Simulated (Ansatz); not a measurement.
The starting structures come from a database of crystals and need not be the phases stable at ambient conditions.

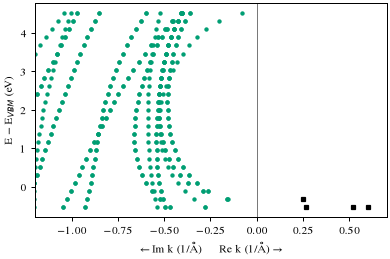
*Complex bands at the centre of the two-dimensional zone; r2SCAN (Ansatz, a first-principles code)*

No gap correction and no spin-orbit coupling; mid-gap values are interpolated between computed energies.

Q: This is CaHBr (P4/nmm, not sure to be the ambient phase, 6 atoms a cell, 19.0 Å³ an atom) along the normal of (111). Read off the slowest decay at the centre of the two-dimensional zone at 2.21 eV, the computed energy nearest the middle of the gap.

A: κ ≈ 0.48 1/Å, a decay length 1/(2κ) of the density of 1.0 Å.
